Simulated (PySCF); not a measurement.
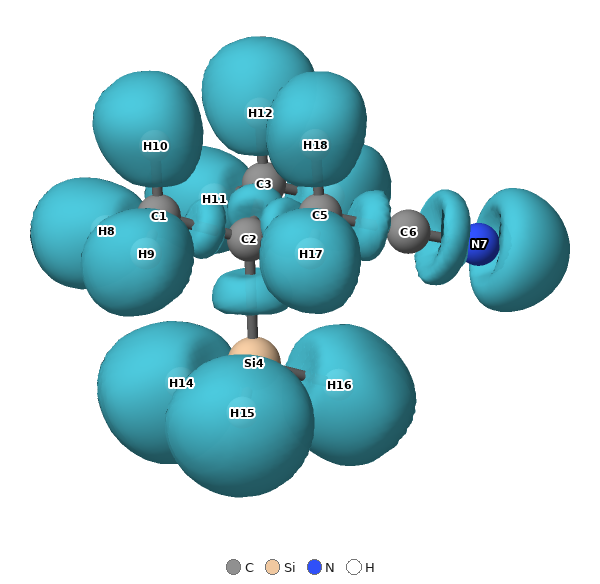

Figure. C5H11NSi (SMILES CC(C)([SiH3])CC#N). Isosurface of the electron localisation function at 0.8 (cyan), seen at a tilt. Only the valence region is drawn (cores and ρ < 0.01 e/Å³ removed).

Geometry: GFN2-xTB.

Level of theory: B3LYP/def2-SVPD, SCF density, gas phase (PySCF).

```xyz
18

C    -0.7166   -1.0327   -1.2035
C    -0.1378   -0.1541   -0.0935
C    -0.5869   -0.7011    1.2610
Si   -0.7251    1.6631   -0.3140
C     1.3990   -0.2399   -0.1796
C     2.0497    0.5170    0.8548
N     2.5647    1.1146    1.6832
H    -1.8040   -1.0180   -1.1700
H    -0.4039   -0.6829   -2.1861
H    -0.3902   -2.0677   -1.0900
H    -1.6709   -0.6614    1.3489
H    -0.2761   -1.7402    1.3818
H    -0.1561   -0.1229    2.0767
H    -2.1882    1.6567   -0.3203
H    -0.2210    2.1389   -1.6053
H    -0.2131    2.4851    0.7767
H     1.7464    0.1359   -1.1469
H     1.7213   -1.2840   -0.0855
```

Q: Where are the electrons localised?

A: At this value the surface marks out four regions between bonded C–C atoms (shared pairs), one region between bonded C–N atoms (shared pairs), one region between bonded C–Si atoms (shared pairs), eleven regions around hydrogen nuclei and one lobe on N, pointing away from the bonds (lone pairs). Along the contacts the grid gives the following. C–N (1.14 Å): the ELF peaks at about 0.85 between the atoms: a short, multiple covalent bond. C–C (1.44 Å): the ELF peaks at about 0.95 between the atoms (localised, covalent bonding).
